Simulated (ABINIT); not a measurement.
**A GW chain in ABINIT: Ba2TaBiO6 (R-3)**

Wanted: ground state, empty states, screening and self-energy for Ba2TaBiO6 (R-3).

Method: LDA and many-body steps on it, plane waves, in ABINIT 10.8.3.

**1. Set-up**

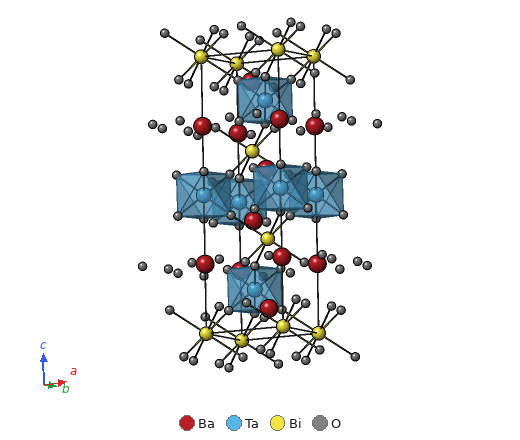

The cell as given, slightly off an axis (barium red, tantalum blue, bismuth yellow, oxygen grey). This picture shows the conventional cell, with its axes. Some periodic images of atoms are drawn too.

The cell and positions are those that the Materials Project relaxed with its own functionals (PBE, PBE+U or r2SCAN), kept fixed. Spin-orbit coupling is left out unless a step names it.

**2. Ground state**

This step: ABINIT 10.8.3; DFT, LDA, plane waves, norm-conserving pseudopotentials.

The ground-state density comes first.

Input file run.abi:

```
acell 3*1.0 Angstrom
rprim 
  3.075626834241 1.775713980676 4.956223105800
  -3.075626834241 1.775713980676 4.956223105800
  0.000000000000 -3.551427961352 4.956223105800
ntypat 4
znucl 56 73 83 8
natom 10
typat 1 1 2 3 4 4 4 4 4 4
xred 
  0.748816000000 0.748816000000 0.748816000000
  0.251184000000 0.251184000000 0.251184000000
  0.500000000000 0.500000000000 0.500000000000
  0.000000000000 0.000000000000 0.000000000000
  0.725510000000 0.218856000000 0.322035000000
  0.218856000000 0.322035000000 0.725510000000
  0.322035000000 0.725510000000 0.218856000000
  0.274490000000 0.781144000000 0.677965000000
  0.677965000000 0.274490000000 0.781144000000
  0.781144000000 0.677965000000 0.274490000000
pp_dirpath "pseudos"
pseudos "Ba.upf, Ta.upf, Bi.upf, O.upf"
ecut 62
ngkpt 4 4 4
nshiftk 1
shiftk 0 0 0
kptopt 1
chksymbreak 0
nband 62
occopt 1
tolvrs 1e-08
nstep 60
prtwf 0
optforces 0
optstress 0
indata_prefix "in"
outdata_prefix "out"
tmpdata_prefix "tmp"
```

Started as:

```bash
$ OMP_NUM_THREADS=1 mpirun -n 4 abinit run.abi > log
```

Numbers of over 12 decimals in the logs are rounded to 6 here.

Output:

```text
.Version 10.8.3 of ABINIT. v10.8.2 released Aug 2026.

 Symmetries : space group R-3 (#148); Bravais hR (rhombohedral)
================================================================================
 Values of the parameters that define the memory need of the present run
     intxc =       0    ionmov =       0      iscf =       7    lmnmax =       8
     lnmax =       8     mgfft =      90  mpssoang =       4    mqgrid =    3360
     natom =      10  nloc_mem =       1    nspden =       1   nspinor =       1
    nsppol =       1      nsym =       6    n1xccc =    2501    ntypat =       4
    occopt =       1   xclevel =       1
-    mband =          62        mffmem =           1         mkmem =           4
       mpw =       25614          nfft =      729000          nkpt =          14
================================================================================
  Rough estimation (10% accuracy) of disk space for files :
================================================================================

--------------------------------------------------------------------------------
------------- Echo of variables that govern the present computation ------------
--------------------------------------------------------------------------------
 -outvars: echo values of preprocessed input variables --------
            acell      1.8897261259E+00  1.8897261259E+00  1.8897261259E+00 Bohr

      chksymbreak           0
             ecut      6.20000000E+01 Hartree
-          fftalg         312

              ixc       -1012
              kpt      0.00000000E+00  0.00000000E+00  0.00000000E+00
                       2.50000000E-01  0.00000000E+00  0.00000000E+00
                       5.00000000E-01  0.00000000E+00  0.00000000E+00
                       2.50000000E-01  2.50000000E-01  0.00000000E+00
                       5.00000000E-01  2.50000000E-01  0.00000000E+00
                      -2.50000000E-01  2.50000000E-01  0.00000000E+00
                       2.50000000E-01  5.00000000E-01  0.00000000E+00
                       5.00000000E-01  5.00000000E-01  0.00000000E+00
                       2.50000000E-01  2.50000000E-01  2.50000000E-01
                       5.00000000E-01  2.50000000E-01  2.50000000E-01
                      -2.50000000E-01  2.50000000E-01  2.50000000E-01
[...]
kptrlatt        4    0    0      0    4    0      0    0    4
          kptrlen      4.60887353E+01
P           mkmem           4
            natom          10
            nband          62
            ngfft          90      90      90
             nkpt          14
            nstep          60
             nsym           6
           ntypat           4
              occ      2.000000  2.000000  2.000000  2.000000  2.000000  2.000000
                       2.000000  2.000000  2.000000  2.000000  2.000000  2.000000
                       2.000000  2.000000  2.000000  2.000000  2.000000  2.000000
                       2.000000  2.000000  2.000000  2.000000  2.000000  2.000000
                       2.000000  2.000000  2.000000  2.000000  2.000000  2.000000
                       2.000000  2.000000  2.000000  2.000000  2.000000  2.000000
                       2.000000  2.000000  2.000000  2.000000  2.000000  2.000000
                       2.000000  2.000000  2.000000  2.000000  2.000000  2.000000
                       2.000000  2.000000  2.000000  2.000000  2.000000  0.000000
                       0.000000  0.000000  0.000000  0.000000  0.000000  0.000000
                       0.000000  0.000000
        optforces           0
        optstress           0
            prtwf           0
            rprim      3.0756268342E+00  1.7757139807E+00  4.9562231058E+00
[...]
spgroup         148

           tolvrs      1.00000000E-08

             xred      7.4881600000E-01  7.4881600000E-01  7.4881600000E-01
[...]
znucl       56.00000   73.00000   83.00000    8.00000

================================================================================

 chkinp: Checking input parameters for consistency.

================================================================================
== DATASET  1 ==================================================================
-   mpi_nproc: 4, omp_nthreads: 1 (-1 if OMP is not activated)

--- !DatasetInfo
iteration_state: {dtset: 1, }
dimensions: {natom: 10, nkpt: 14, mband: 62, nsppol: 1, nspinor: 1, nspden: 1, mpw: 25614, }
cutoff_energies: {ecut:  62.0, pawecutdg:  -1.0, }
electrons: {nelect:   1.06000000E+02, charge:   0.00000000E+00, occopt:   1.00000000E+00, tsmear:   1.00000000E-02, }

 Real(R)+Recip(G) space primitive vectors, cartesian coordinates (Bohr,Bohr^-1):
 R(1)=  5.8120924  3.3556131  9.3659043  G(1)=  0.0860275  0.0496680  0.0355901
 R(2)= -5.8120924  3.3556131  9.3659043  G(2)= -0.0860275  0.0496680  0.0355901
 R(3)=  0.0000000 -6.7112262  9.3659043  G(3)=  0.0000000 -0.0993360  0.0355901
 Unit cell volume ucvol=  1.0959869E+03 bohr^3
 Angles (23,13,12)=  6.05865505E+01  6.05865505E+01  6.05865505E+01 degrees

 getcut: wavevector=  0.0000  0.0000  0.0000  ngfft=  90  90  90
         ecut(hartree)=     62.000   => boxcut(ratio)=   2.20368

 getcut : COMMENT -
  Note that boxcut > 2.2 ; recall that boxcut=Gcut(box)/Gcut(sphere) = 2
  is sufficient for exact treatment of convolution.
[...]
--------------------------------------------------------------------------------

_setup2: Arith. and geom. avg. npw (full set) are   25555.234   25555.226

================================================================================

--- !BeginCycle
iteration_state: {dtset: 1, }
solver: {iscf: 7, nstep: 60, nline: 4, wfoptalg: 0, }
tolerances: {tolvrs: 1.00E-08, }

     iter   Etot(hartree)      deltaE(h)  residm     vres2
 ETOT  1  -633.30112189082    -6.333E+02 1.017E-01 1.028E+06
 ETOT  2  -396.99104635533     2.363E+02 1.017E+00 6.693E+06
 ETOT  3  -671.99382353121    -2.750E+02 1.636E+00 6.891E+05
 ETOT  4  -699.80453881594    -2.781E+01 1.509E-01 2.862E+05
 ETOT  5  -700.59596358485    -7.914E-01 4.311E-02 2.817E+05
 ETOT  6  -707.15501008943    -6.559E+00 9.821E-03 1.301E+05
 ETOT  7  -711.27755341729    -4.123E+00 1.246E-02 2.689E+04
 ETOT  8  -712.09201183088    -8.145E-01 1.300E-01 6.692E+03
 ETOT  9  -712.34430745237    -2.523E-01 1.316E-01 1.061E+03
 ETOT 10  -712.31783484540     2.647E-02 4.885E-02 2.507E+03
[...]
ETOT 19  -712.42683456379    -2.973E-07 6.849E-04 5.664E-04
 ETOT 20  -712.42683458610    -2.231E-08 2.864E-04 5.688E-06
 ETOT 21  -712.42683458643    -3.288E-10 2.665E-04 1.929E-07
 ETOT 22  -712.42683458647    -3.536E-11 1.031E-04 2.688E-08
 ETOT 23  -712.42683458649    -2.353E-11 9.678E-05 2.218E-09

 At SCF step   23       vres2   =  2.22E-09 < tolvrs=  1.00E-08 =>converged.

--- !ResultsGS
iteration_state: {dtset: 1, }
comment   : Summary of ground state results
lattice_vectors:
- [  5.8120924,   3.3556131,   9.3659043, ]
- [ -5.8120924,   3.3556131,   9.3659043, ]
- [  0.0000000,  -6.7112262,   9.3659043, ]
lattice_lengths: [  11.52218,   11.52218,   11.52218, ]
lattice_angles: [ 60.587,  60.587,  60.587, ] # degrees, (23, 13, 12)
lattice_volume:   1.0959869E+03
convergence: {deltae: -2.353E-11, res2:  2.218E-09, residm:  9.678E-05, diffor:  0.000E+00, }
etotal    :  -7.12426835E+02
entropy   :   0.00000000E+00
fermie    :   2.38607791E-01
cartesian_stress_tensor: null
pressure_GPa: null
xred      :
- [  7.4882E-01,   7.4882E-01,   7.4882E-01, Ba]
- [  2.5118E-01,   2.5118E-01,   2.5118E-01, Ba]
- [  5.0000E-01,   5.0000E-01,   5.0000E-01, Ta]
- [  0.0000E+00,   0.0000E+00,   0.0000E+00, Bi]
- [  7.2551E-01,   2.1886E-01,   3.2203E-01,  O]
- [  2.1886E-01,   3.2204E-01,   7.2551E-01,  O]
- [  3.2203E-01,   7.2551E-01,   2.1886E-01,  O]
- [  2.7449E-01,   7.8114E-01,   6.7797E-01,  O]
- [  6.7797E-01,   2.7449E-01,   7.8114E-01,  O]
- [  7.8114E-01,   6.7797E-01,   2.7449E-01,  O]
cartesian_forces: null
force_length_stats: {min: null, max: null, mean: null, }

 Integrated electronic density in atomic spheres:
 ------------------------------------------------
 Atom  Sphere_radius  Integrated_density
[...]
================================================================================

 ----iterations are completed or convergence reached----

 Mean square residual over all n,k,spin=   26.534E-08; max=  96.777E-06
 reduced coordinates (array xred) for   10 atoms
[...]
0.218856000000      0.322035000000      0.725510000000
       0.322035000000      0.725510000000      0.218856000000
       0.274490000000      0.781144000000      0.677965000000
       0.677965000000      0.274490000000      0.781144000000
       0.781144000000      0.677965000000      0.274490000000
 rms dE/dt=  0.0000E+00; max dE/dt=  0.0000E+00; dE/dt below (all hartree)
    1       0.000000000000      0.000000000000      0.000000000000
    2       0.000000000000      0.000000000000      0.000000000000
    3       0.000000000000      0.000000000000      0.000000000000
    4       0.000000000000      0.000000000000      0.000000000000
    5       0.000000000000      0.000000000000      0.000000000000
    6       0.000000000000      0.000000000000      0.000000000000
    7       0.000000000000      0.000000000000      0.000000000000
    8       0.000000000000      0.000000000000      0.000000000000
    9       0.000000000000      0.000000000000      0.000000000000
   10       0.000000000000      0.000000000000      0.000000000000

 cartesian coordinates (angstrom) at end:
[...]
6     -0.317340    -1.616129     6.276566
    7     -1.240939     1.082889     6.276566
    8     -1.558279    -0.533240     8.592103
    9      1.240939    -1.082889     8.592103
   10      0.317340     1.616129     8.592103
 length scales=  1.889726125908  1.889726125908  1.889726125908 bohr
              =  1.000000000000  1.000000000000  1.000000000000 angstroms
 prteigrs : about to open file out_EIG
 Fermi (or HOMO) energy (hartree) =   0.23861   Average Vxc (hartree)=  -0.41337
 Eigenvalues (hartree) for nkpt=  14  k points:
 kpt#   1, nband= 62, wtk=  0.01563, kpt=  0.0000  0.0000  0.0000 (reduced coord)
  -5.37875   -3.09880   -3.09837   -3.09837   -2.25986   -1.03126   -1.03082   -1.03082
  -0.72773   -0.72434   -0.57752   -0.57752   -0.57490   -0.57431   -0.57431   -0.48801
  -0.48633   -0.48633   -0.48629   -0.48617   -0.48617   -0.48594   -0.40422   -0.36823
  -0.36823   -0.35997   -0.35997   -0.35756   -0.19252   -0.18922   -0.18922   -0.18027
  -0.17843   -0.17843   -0.13678    0.08994    0.08994    0.09135    0.09135    0.09522
   0.10762    0.10782    0.10782    0.15646    0.16513    0.17101    0.17101    0.18294
   0.18294    0.18568    0.19523    0.19523    0.20975    0.35481    0.36153    0.36341
   0.36341    0.37370    0.37370    0.38560    0.38560    0.41729
 prteigrs : prtvol=0 or 1, do not print more k-points.

--- !EnergyTerms
iteration_state     : {dtset: 1, }
comment             : Components of total free energy in Hartree
kinetic             :  3.52197903733207E+02
hartree             :  2.58220253099610E+02
xc                  : -1.25551354581294E+02
Ewald energy        : -3.86739389870563E+02
psp_core            :  1.59598069574890E+01
local_psp           : -7.12814473807145E+02
non_local_psp       : -1.13699580117797E+02
total_energy        : -7.12426834586492E+02
total_energy_eV     : -1.93861217679347E+04
band_energy         : -5.74231076170037E+01

== END DATASET(S) ==============================================================
================================================================================

 -outvars: echo values of variables after computation  --------
           etotal     -7.1242683459E+02
            nband          62
             nkpt          14
          spgroup         148
 [... the other variables as echoed above ...]

 Calculation completed.
```

Elapsed: 18 min, on 4 MPI ranks of Arm Neoverse V1, shared host; peak memory 1.4 GiB; 73 min of CPU time.

This step gave:

* total energy: -19386.1218 eV
* gap: 2.549 eV
* k of the valence top: 0.5, 0.5, 0.5
* k of the conduction bottom: 0.5, 0, 0
* least direct gap: 2.577 eV

The gap is indirect, with the least direct gap 0.03 eV higher.

[end of part 1 of 3]

[Paths, hosts, dates, memory and timing lines, banners, echoed tables and standing remarks are left out of the program output.]

[Logs are printed without paths, hosts, clocks, repeated set-up lines and the standing remarks that a program may print on its own settings, such as how far it seeks lower states.]

[Runs of the session that timed out or met a known fault of the program may be left out.]

[Hosts, paths, dates, database ids (printed as entryN), source tags and the programs' standing remarks are cut or masked in the printed files.]

[G0W0 gaps are taken among the corrected bands and points alone; a level outside them can change the order at an edge.]

[Where Ansatz stands beside ABINIT at settings called matched, ABINIT's density can come from a denser mesh and the files from another edition; pairs whose starting gaps differed by over 0.03 eV were left out, so agreement reads better than it is.]
